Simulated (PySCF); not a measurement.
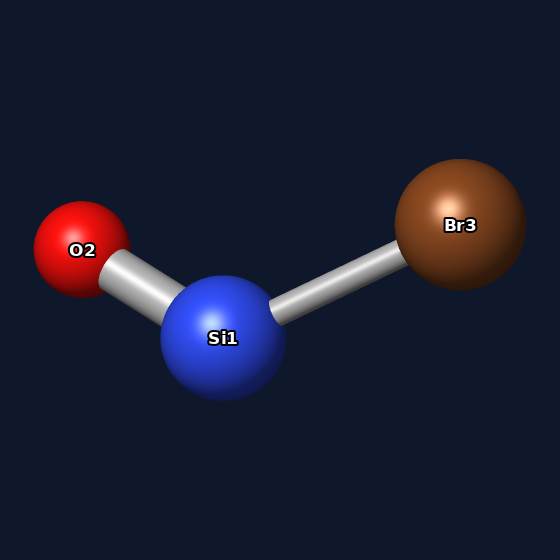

The thickness of each stick grows with its Mayer bond order. The species is neutral and a spin doublet. The computed structure is the end point of a PBE0/def2-TZVP optimisation. Computed with PBE0/def2-TZVP (PySCF 2.14.0).

List the Mayer bond orders of Si1–O2, Si1–Br3.

```json
{"bond": "Si1–O2", "Mayer order": "2.18", "length (Å)": "1.520"}
{"bond": "Si1–Br3", "Mayer order": "1.20", "length (Å)": "2.223"}
```
